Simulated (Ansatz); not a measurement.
BSiH5ClF: nudged elastic band (part 2 of 2)

BSiH5ClF; RKS PBE0-D4/6-31G* (Ansatz 0.2.0). It belongs to a series of runs on one base structure; here: band between the two ends.

Geometry of the input (Å):
```
B  0.1011  -0.8108  0.0893
Cl 0.1681  -1.7488  1.5635
F  1.2018  -0.2463  -0.3556
H  -0.9220  -0.6988  -0.5089
Si 0.0222  2.9464  1.0617
H  0.9853  3.3044  2.1361
H  0.7289  2.8710  -0.2437
H  -1.0569  3.9676  0.9899
H  -0.5859  1.6222  1.3742
```

What the program printed, continued:
```
NEB iter  45: max|band force component| = 4.864e-2 eV/Å  barrier→ = 2.0000 eV  barrier← = 0.6122 eV  CI = image 6  Δτ_max = 0.0031 Å  (177 SCF iters)
NEB iter  46: max|band force component| = 3.912e-2 eV/Å  barrier→ = 2.0000 eV  barrier← = 0.6122 eV  CI = image 6  Δτ_max = 0.0031 Å  (176 SCF iters)
NEB iter  47: max|band force component| = 5.997e-2 eV/Å  barrier→ = 2.0000 eV  barrier← = 0.6122 eV  CI = image 6  Δτ_max = 0.0016 Å  (175 SCF iters)
the calculation of the forces begins
reference -23863.16177229 eV, -876.9550200995 hartree; 25, 25 occupied and 53, 53 virtual orbitals, 832 factors
832 factors; integrals over basis functions are off by at most 6.7e-4 eV
mean field evaluation 2848: about -23862.5630 eV, gradient 2.6e-1 eV
mean field -23862.56321746 eV, -876.9330236154 hartree, gradient 8.2e-6 eV, S^2 0.000000; 1 other end points of the search recorded, 0 dependent functions left out
the calculation of the forces begins
reference -23862.56324156 eV, -876.9330245009 hartree; 25, 25 occupied and 53, 53 virtual orbitals, 832 factors
NEB iter  48: max|band force component| = 2.674e-2 eV/Å  barrier→ = 2.0000 eV  barrier← = 0.6122 eV  CI = image 6  Δτ_max = 0.0000 Å  (387 SCF iters)
```

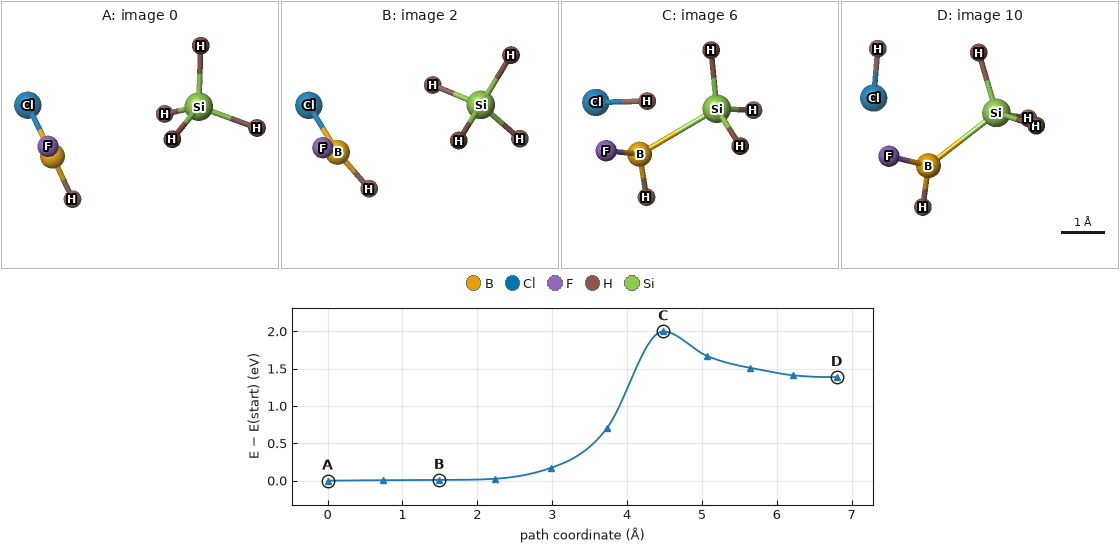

Figure 1. Images of the last band (counted from 0; ball-and-stick, seen at a tilt) above the energy along the path; the line is a cubic interpolation that uses the forces. The highest image is number 6, 2.000 eV above the start and 0.612 eV above the end (the climbing image); the end lies 1.388 eV above the start. The path is 6.80 Å long. The band converged in 48 iterations.

```
Total energy: -23862.71446281 eV, -876.9385817795 hartree
Atom 0 at     0.197316     0.337248     0.150969 Å, force     0.000205     0.000034     0.000285 eV/Å
Atom 1 at    -0.464397    -0.715727     2.070228 Å, force     0.000040     0.000086    -0.000043 eV/Å
Atom 2 at     1.447880    -0.061111    -0.064354 Å, force    -0.000039     0.000027    -0.000063 eV/Å
Atom 3 at    -0.709735     0.019987    -0.556687 Å, force     0.000072    -0.000070    -0.000102 eV/Å
Atom 4 at     0.081714     2.389235     0.719353 Å, force     0.000018     0.000002    -0.000004 eV/Å
Atom 5 at     1.015261     2.814733     1.794854 Å, force     0.000102    -0.000040    -0.000076 eV/Å
Atom 6 at     0.531552     2.940220    -0.589373 Å, force    -0.000096    -0.000003    -0.000028 eV/Å
Atom 7 at    -1.302913     2.834146     1.020970 Å, force     0.000037     0.000037     0.000106 eV/Å
Atom 8 at    -0.154180     0.648070     1.560739 Å, force    -0.000339    -0.000073    -0.000075 eV/Å
Dipole moment:    -0.062209     0.425506    -0.103322 e Å
this run last wrote the band of iteration 48 to [file]
```

The last band as extended XYZ (Å, eV, eV/Å):
```
9
Properties=species:S:1:pos:R:3:forces:R:3 image=0 energy=-23864.71443
B     0.1011   -0.8108    0.0893    0.0138  -0.0062   0.0119
Cl    0.1681   -1.7488    1.5635   -0.0033   0.0024  -0.0010
F     1.2018   -0.2463   -0.3556   -0.0071   0.0033   0.0019
H    -0.9220   -0.6988   -0.5089    0.0005   0.0024  -0.0074
Si    0.0222    2.9464    1.0617   -0.0037  -0.0047  -0.0061
H     0.9853    3.3044    2.1361    0.0062  -0.0048   0.0022
H     0.7289    2.8710   -0.2437   -0.0049   0.0008  -0.0032
H    -1.0569    3.9676    0.9899    0.0009   0.0047   0.0056
H    -0.5859    1.6222    1.3742   -0.0026   0.0022  -0.0039
9
Properties=species:S:1:pos:R:3:forces:R:3 image=1 energy=-23864.70761
B     0.0312   -0.7837    0.0522   -0.0001   0.0009   0.0052
Cl    0.1303   -1.7872    1.4807    0.0032  -0.0044   0.0017
F     1.1408   -0.3428   -0.4963   -0.0027   0.0005  -0.0006
H    -1.0269   -0.5183   -0.4253    0.0020   0.0006  -0.0060
Si    0.0763    2.9323    1.0970    0.0002  -0.0009  -0.0019
H     0.8372    3.6338    2.1646    0.0018  -0.0022   0.0000
H     0.9001    2.8449   -0.1373   -0.0014   0.0001  -0.0003
H    -1.1830    3.6695    0.8085    0.0004   0.0032   0.0003
H    -0.2636    1.5583    1.5625   -0.0033   0.0022   0.0017
9
Properties=species:S:1:pos:R:3:forces:R:3 image=2 energy=-23864.70460
B     0.0193   -0.7161    0.0437    0.0020  -0.0038   0.0019
Cl   -0.1309   -1.7881    1.4170   -0.0007  -0.0020  -0.0045
F     1.2114   -0.4772   -0.4531    0.0034   0.0018  -0.0009
H    -0.9485   -0.2255   -0.4478   -0.0043  -0.0033  -0.0003
Si    0.0994    2.8877    1.1070    0.0018   0.0025   0.0010
H     0.7903    3.8187    2.0378    0.0007   0.0019   0.0012
H     0.8069    2.8650   -0.2008   -0.0057  -0.0034   0.0013
H    -1.3089    3.3235    0.9088    0.0028   0.0035  -0.0033
H     0.1034    1.5187    1.6941    0.0000   0.0027   0.0034
9
Properties=species:S:1:pos:R:3:forces:R:3 image=3 energy=-23864.68830
B     0.0988   -0.5793    0.1076    0.0034  -0.0377  -0.0176
Cl   -0.2632   -1.6096    1.4759    0.0006  -0.0396  -0.0042
F     1.3551   -0.3663   -0.2168    0.0027  -0.0145  -0.0095
H    -0.7823   -0.1202   -0.5489   -0.0003  -0.0179  -0.0116
Si    0.0490    2.7874    1.0542    0.0001   0.0253   0.0007
H     0.9853    3.5360    1.9319   -0.0085   0.0351   0.0011
H     0.5461    2.7995   -0.3468   -0.0010  -0.0062   0.0073
H    -1.3146    3.3760    1.1094    0.0047   0.0428   0.0095
H    -0.0320    1.3834    1.5403   -0.0017   0.0128   0.0243
9
Properties=species:S:1:pos:R:3:forces:R:3 image=4 energy=-23864.54139
B     0.1416   -0.3373    0.2398    0.0051  -0.1722  -0.0354
Cl   -0.3221   -1.3175    1.6352    0.0344  -0.1588  -0.0757
F     1.4265   -0.1740   -0.0291   -0.0028  -0.0768   0.0027
H    -0.6845   -0.0121   -0.5566    0.0021  -0.0616   0.0006
Si    0.0233    2.6438    0.9477   -0.0127   0.0849   0.0517
H     1.0072    3.1925    1.9107   -0.0005   0.1511   0.0118
H     0.5000    2.7964   -0.4501   -0.0107  -0.0243   0.0297
H    -1.3373    3.2103    1.1101    0.0048   0.1570   0.0172
H    -0.1123    1.2047    1.2990   -0.0195   0.1006  -0.0025
9
Properties=species:S:1:pos:R:3:forces:R:3 image=5 energy=-23864.00554
B     0.1352   -0.0021    0.3295   -0.1681  -0.7479   0.4119
Cl   -0.3954   -0.9868    1.8122    0.1568  -0.5119  -0.4518
F     1.4367   -0.0319   -0.0059   -0.0760   0.0054   0.1270
H    -0.6796    0.0905   -0.5464   -0.0033   0.1150   0.0972
Si    0.0464    2.4762    0.8283   -0.0512   0.1862   0.1868
H     0.9992    2.9115    1.8694    0.0365   0.2337   0.0634
H     0.5282    2.8275   -0.5293   -0.0178  -0.2988   0.0429
H    -1.3504    2.9047    1.0426   -0.0581   0.1913   0.0316
H    -0.0779    1.0171    1.3064    0.1811   0.8269  -0.5091
9
Properties=species:S:1:pos:R:3:forces:R:3 image=6 energy=-23862.71444
B     0.1973    0.3372    0.1510    0.0002   0.0000   0.0003
Cl   -0.4644   -0.7157    2.0702    0.0000   0.0001   0.0000
F     1.4479   -0.0611   -0.0644    0.0000   0.0000  -0.0001
H    -0.7097    0.0200   -0.5567    0.0001  -0.0001  -0.0001
Si    0.0817    2.3892    0.7194    0.0000   0.0000   0.0000
H     1.0153    2.8147    1.7949    0.0001   0.0000  -0.0001
H     0.5316    2.9402   -0.5894   -0.0001   0.0000   0.0000
H    -1.3029    2.8341    1.0210    0.0000   0.0000   0.0001
H    -0.1542    0.6481    1.5607   -0.0003  -0.0001  -0.0001
9
Properties=species:S:1:pos:R:3:forces:R:3 image=7 energy=-23863.04025
B     0.2318    0.4624   -0.0560    0.0459   0.1109  -0.1805
Cl   -0.5359   -0.6983    2.3552   -0.0595  -0.0153   0.1911
F     1.4211   -0.1079   -0.1366    0.0054  -0.0110  -0.0579
H    -0.7112   -0.0608   -0.5779    0.0318  -0.0545  -0.0500
Si    0.1278    2.4074    0.6048    0.0244   0.0146  -0.0739
H     1.0655    2.7782    1.7036    0.0060  -0.0366  -0.0332
H     0.5347    3.1089   -0.6453    0.0046   0.1624  -0.0109
H    -1.2492    2.8327    0.9841    0.0205  -0.0216  -0.0257
H    -0.2421    0.4842    1.8748   -0.0790  -0.1488   0.2409
9
Properties=species:S:1:pos:R:3:forces:R:3 image=8 energy=-23863.20229
B     0.2175    0.4855   -0.1972    0.0028   0.0107  -0.0505
Cl   -0.6381   -0.7246    2.4681   -0.0280  -0.0161   0.0342
F     1.3855   -0.1359   -0.2144    0.0005   0.0010  -0.0251
H    -0.7261   -0.0789   -0.6771    0.0089  -0.0101  -0.0405
Si    0.1544    2.4136    0.4867    0.0014   0.0028  -0.0395
H     1.0809    2.6560    1.6363   -0.0090  -0.0376  -0.0176
H     0.5841    3.2840   -0.6447    0.0087   0.0677   0.0051
H    -1.2128    2.8279    0.9150    0.0002  -0.0117  -0.0262
H    -0.2028    0.4792    2.3341    0.0147  -0.0067   0.1600
9
Properties=species:S:1:pos:R:3:forces:R:3 image=9 energy=-23863.30307
B     0.2061    0.4880   -0.2918   -0.0006  -0.0005  -0.0196
Cl   -0.6924   -0.6058    2.3506   -0.0072   0.0266  -0.0217
F     1.3714   -0.1439   -0.3024    0.0000  -0.0006  -0.0163
H    -0.7290   -0.0680   -0.8000    0.0020  -0.0016  -0.0238
Si    0.1490    2.3936    0.4394   -0.0035  -0.0045  -0.0118
H     1.0402    2.5442    1.6343   -0.0113  -0.0200  -0.0027
H     0.6295    3.3541   -0.5978    0.0052   0.0137   0.0067
H    -1.2229    2.8063    0.8537   -0.0055  -0.0069  -0.0154
H    -0.1095    0.4382    2.8207    0.0210  -0.0064   0.1046
9
Properties=species:S:1:pos:R:3:forces:R:3 image=10 energy=-23863.32667
B     0.2079    0.5283   -0.3311   -0.0090  -0.0174  -0.0108
Cl   -0.7800   -0.4983    2.3549    0.0149   0.0103   0.0089
F     1.3754   -0.1017   -0.3249   -0.0063   0.0064   0.0039
H    -0.7186   -0.0449   -0.8405    0.0067  -0.0029   0.0012
Si    0.1211    2.4297    0.3961    0.0092   0.0126   0.0151
H     0.9098    2.5584    1.6610   -0.0029   0.0020  -0.0015
H     0.7146    3.3858   -0.5877   -0.0018   0.0004  -0.0033
H    -1.2764    2.8670    0.6747    0.0032  -0.0024  -0.0006
H     0.0886    0.0824    3.1042   -0.0140  -0.0092  -0.0129
```
